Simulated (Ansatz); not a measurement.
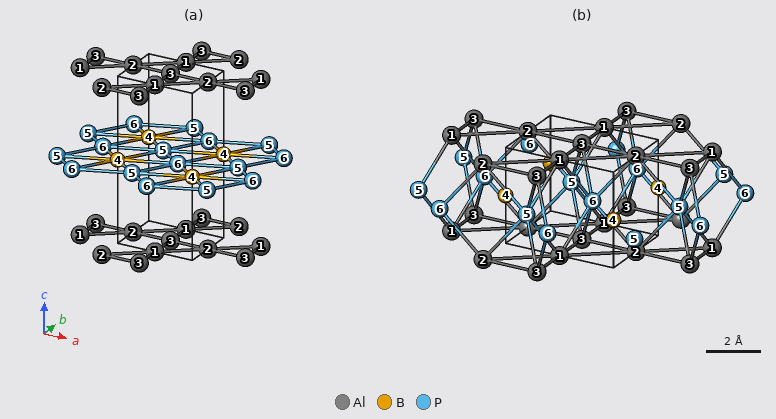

The structure of a crystal of Al₃BP₂ (a generated structure, set up in P6/mmm) (coarse preliminary run) before (left) and after (right) a relaxation, at one scale.

Style: ball-and-stick. Shown: the cell of the calculation, slightly off an axis.

Computed with DFT PBE, scalar-relativistic, plane waves, PAW (Ansatz 0.2.0). Set-up: plane-wave cutoff 420 eV; k-point mesh 6 × 6 × 4; occupations gaussian; smearing width 0.1 eV; no spin polarisation; cell and atoms relaxed; force threshold 0.04 eV/Å; at most 70 steps.

Q: What changed between the two?

A: The atoms keep their places relative to the cell (all moves are under 0.005 Å). The volume changes by +19.2 %, with a = b 4.049 → 5.839 Å (+44.2 %), c 6.356 → 3.643 Å (−42.7 %). Near-neighbour distances that change, for instance: P5–P6 2.338 → 3.371 Å, B4–P5 2.338 → 3.371 Å, Al1–P5 3.386 → 2.482 Å, Al1–Al2 2.025 → 2.919 Å. New bonds form: Al1–P5 (3.39 → 2.48 Å), Al1–P6 (3.39 → 2.48 Å), Al2–P5 (3.39 → 2.48 Å), Al2–P6 (3.39 → 2.48 Å). Bonds break: B4–P5 (2.34 → 3.37 Å), B4–P6 (2.34 → 3.37 Å). The space group stays P6/mmm (No. 191). The energy falls by 10.516 eV per cell of the calculation in 17 accepted moves (19 points after the start). All forces vanish by symmetry, so only the cell relaxes. Pressure: 45.24 GPa at the start and −0.29 GPa at the end. The SCF was repeated twice at an unchanged geometry on a basis and grid sized afresh for the cell, which shifted the energy by 0.542 eV per cell of the calculation at most. The run took 74 s on 1 thread of Intel(R) Xeon(R) Processor @ 2.70GHz, with other jobs on the host, peak memory 0.4 GiB.
